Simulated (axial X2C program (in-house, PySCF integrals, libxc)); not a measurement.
# A two-component session on BH⁺: EOM-EA-CCSD levels

Aim: EOM-EA-CCSD levels of BH⁺, with spin–orbit coupling in the Hamiltonian from the start.

The runs use an in-house X2C program for linear molecules on PySCF integrals; two-component X2C with atomic mean-field terms, B dyall-av3z, H dyall-av3z.

All values are calculated.

### Step 1. Input

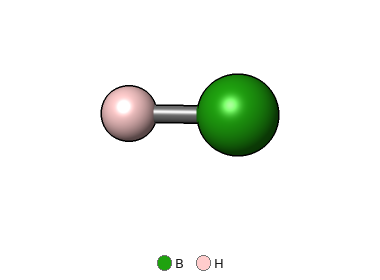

The two atoms at 1.170 Å (boron green, hydrogen pink).

File task.json:

```json
{"zs": [5, 1], "q": 1, "bas": ["dyall-av3z", "dyall-av3z"], "r0": 1.17, "eom": "ea", "thr": -2.0, "nmax": 92, "grid": [1, 0.96, 1.045, 0.92, 1.09, 1.15]}
```

Keys: zs atomic numbers; q charge; bas basis sets; r0 starting distance in Å; eom kind of EOM run; thr threshold in hartree for freezing inner shells (an s shell follows its p shell); nmax most natural virtual spinors; grid distances as factors.

On the command line:

```bash
python soeom.py task.json out
```

Nuclei are Gaussian, cores are contracted, and the Gaunt term is on.

### Step 2. EOM-EA-CCSD at 1.208 Å

The scan is centred on the PBE0 minimum at charge 1, found in a step that isn't shown, not on the typed r0.

Reference: the closed shell BH²⁺; 2 electrons correlated and 2 frozen, 92 virtual spinors; roots sought by Ω: 1/2: 5, 3/2: 4, 5/2: 2, 7/2: 1.

Output:

```text
two-component X2C + atomic mean field  HF
basis functions 84  fitting functions 442  grid points 4345
iter        total energy     max residual
   1        -24.032691448     3.52e-02
   2        -24.034566844     2.59e-03
   3        -24.034639749     7.19e-04
   4        -24.034650657     1.64e-04
   5        -24.034651438     8.19e-06
   6        -24.034651438     4.34e-07
converged
one-electron -32.33898073  Coulomb 9.69244376  exact exchange -3.57765154  xc functional 0.00000000  nuclear repulsion 2.19030303  atomic mean-field constant -0.00076596
correlated 2  virtual 160  natural virtual 92  E(MP2) -0.034215709  MP2 remainder -0.000536873
iter   CCSD correlation   residual
   1     -0.040992615   7.65e-02
   2     -0.045463743   3.46e-02
   3     -0.045588494   8.47e-03
   4     -0.045719287   3.68e-03
   5     -0.045715642   9.64e-04
   6     -0.045716478   2.03e-04
   7     -0.045717817   3.56e-05
   8     -0.045717428   8.19e-06
   9     -0.045717429   1.86e-06
(T) 0.0  T1 0.0275  D1 0.0275  max T2 0.107
EOM-EA-CCSD roots
2*Omega      energy/Eh   energy/eV  one-particle weight
    1      -0.79843653    -21.7266      0.964
    1      -0.67614968    -18.3990      0.953
    1      -0.51852583    -14.1098      0.000
    1      -0.51850081    -14.1091      0.000
    1      -0.49922225    -13.5845      0.097
    3      -0.67607513    -18.3969      0.953
    3      -0.51847573    -14.1084      0.000
    3      -0.38575820    -10.4970      0.000
    3      -0.38251029    -10.4086      0.060
    5      -0.51845061    -14.1078      0.000
    5      -0.29606952     -8.0565      0.119
    7      -0.03213501     -0.8744      0.000
```

T1 in the output is the amplitude norm over the root of the electron number; divide by √2 for the Lee–Taylor value.

| Ω | binding energy (eV) | above lowest (cm⁻¹) | spinor | weight |
| --- | --- | --- | --- | --- |
| 1/2 | 21.727 | 0 | 60% B pσ, 22% B sσ, 9% H sσ | 0.96 |
| 1/2 | 18.399 | 26840 | 82% B pπ, 10% H pπ, 7% H dπ | 0.95 |
| 3/2 | 18.397 | 26860 | 82% B pπ, 10% H pπ, 7% H dπ | 0.95 |

Wall time 1.3 s (1 thread of Arm Neoverse V1, shared host); peak memory 0.41 GiB.

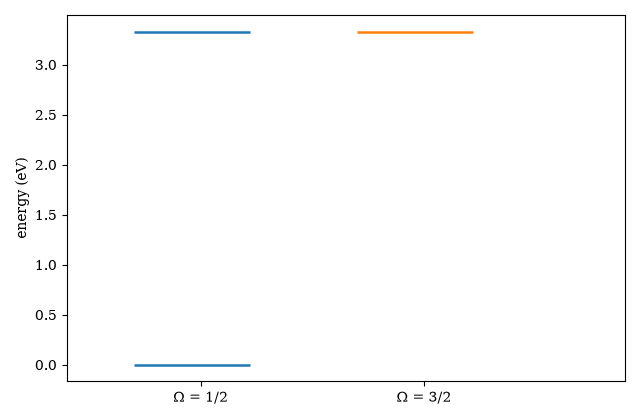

The roots by Ω, from the lowest.

### Step 3. EOM-EA-CCSD at 1.160 Å

| Ω | binding energy (eV) | above lowest (cm⁻¹) | spinor | weight |
| --- | --- | --- | --- | --- |
| 1/2 | 21.862 | 0 | 59% B pσ, 22% B sσ, 8% H sσ | 0.97 |
| 1/2 | 18.490 | 27200 | 81% B pπ, 11% H pπ, 7% H dπ | 0.96 |
| 3/2 | 18.488 | 27210 | 81% B pπ, 11% H pπ, 7% H dπ | 0.96 |

Wall time 1.3 s (1 thread of Arm Neoverse V1, shared host); peak memory 0.44 GiB.

### Step 4. EOM-EA-CCSD at 1.262 Å

| Ω | binding energy (eV) | above lowest (cm⁻¹) | spinor | weight |
| --- | --- | --- | --- | --- |
| 1/2 | 21.568 | 0 | 60% B pσ, 21% B sσ, 10% H sσ | 0.96 |
| 1/2 | 18.291 | 26430 | 84% B pπ, 9% H pπ, 7% H dπ | 0.95 |
| 3/2 | 18.289 | 26450 | 84% B pπ, 9% H pπ, 7% H dπ | 0.95 |

Wall time 1.3 s (1 thread of Arm Neoverse V1, shared host); peak memory 0.44 GiB.

### Step 5. EOM-EA-CCSD at 1.111 Å

| Ω | binding energy (eV) | above lowest (cm⁻¹) | spinor | weight |
| --- | --- | --- | --- | --- |
| 1/2 | 21.992 | 0 | 59% B pσ, 23% B sσ, 8% H sσ | 0.97 |
| 1/2 | 18.577 | 27540 | 80% B pπ, 12% H pπ, 8% H dπ | 0.96 |
| 3/2 | 18.575 | 27560 | 80% B pπ, 12% H pπ, 8% H dπ | 0.96 |

Wall time 1.3 s (1 thread of Arm Neoverse V1, shared host); peak memory 0.44 GiB.

### Step 6. EOM-EA-CCSD at 1.317 Å

| Ω | binding energy (eV) | above lowest (cm⁻¹) | spinor | weight |
| --- | --- | --- | --- | --- |
| 1/2 | 21.405 | 0 | 60% B pσ, 21% B sσ, 11% H sσ | 0.96 |
| 1/2 | 18.177 | 26040 | 85% B pπ, 8% H pπ, 6% H dπ | 0.94 |
| 3/2 | 18.175 | 26060 | 85% B pπ, 8% H pπ, 6% H dπ | 0.94 |

It took 1.3 s on 1 thread of Arm Neoverse V1, shared host; peak memory 0.44 GiB.

### Step 7. EOM-EA-CCSD at 1.389 Å

| Ω | binding energy (eV) | above lowest (cm⁻¹) | spinor | weight |
| --- | --- | --- | --- | --- |
| 1/2 | 21.184 | 0 | 60% B pσ, 20% B sσ, 13% H sσ | 0.96 |
| 1/2 | 18.016 | 25560 | 86% B pπ, 7% H pπ | 0.94 |
| 3/2 | 18.014 | 25570 | 86% B pπ, 7% H pπ | 0.94 |

It took 1.3 s on 1 thread of Arm Neoverse V1, shared host; peak memory 0.44 GiB.

### Step 8. Curves of the states

Energies in eV from the lowest point of the lowest state; states are followed by energy order within each Ω.

| R (Å) | (1)Ω=1/2 | (2)Ω=1/2 | (1)Ω=3/2 |
| --- | --- | --- | --- |
| 1.111 | 0.1004 | 3.5155 | 3.5176 |
| 1.160 | 0.0171 | 3.3891 | 3.3911 |
| 1.208 | 0.0000 | 3.3276 | 3.3296 |
| 1.262 | 0.0414 | 3.3188 | 3.3207 |
| 1.317 | 0.1302 | 3.3587 | 3.3606 |
| 1.389 | 0.2987 | 3.4673 | 3.4692 |

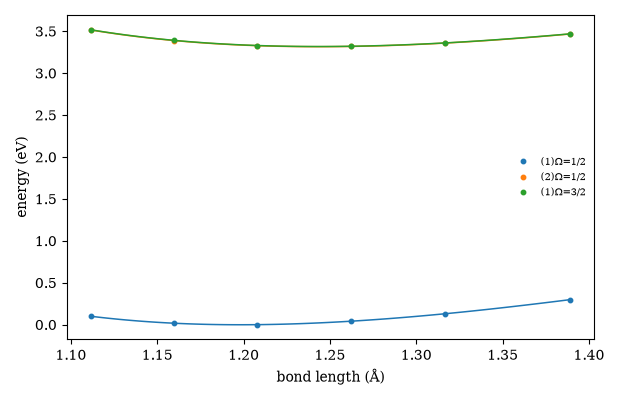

The states along the bond.

Constants where two fits of the minimum agree (masses 11.009 and 1.008 u; curves that fail this test are left out):

| state | Te (cm⁻¹) | Re (Å) | ωe (cm⁻¹) |
| --- | --- | --- | --- |
| (1)Ω=1/2 | 0 | 1.198 | 2609 |
| (2)Ω=1/2 | 26750 | 1.243 | 2311 |
| (1)Ω=3/2 | 26770 | 1.243 | 2311 |

### Step 9. Results

```
                                     quantity                             value
                       lowest root at 1.208 Å                Ω = 1/2, 21.727 eV
next root with a one-particle weight over 0.6  Ω = 1/2, about 26840 cm⁻¹ higher
                          T1 of the reference                             0.019
                      lowest state, Re and ωe                1.198 Å, 2609 cm⁻¹
```

What this shows: The added electron is bound by 21.73 eV in a spinor of 60% B pσ, 22% B sσ, 9% H sσ. Errors of 0.1 to 0.3 eV are usual at this size, and roots led by higher excitations are left out, as are roots with a one-particle weight under 0.6, so the list is incomplete, and low states of that kind can be missing.
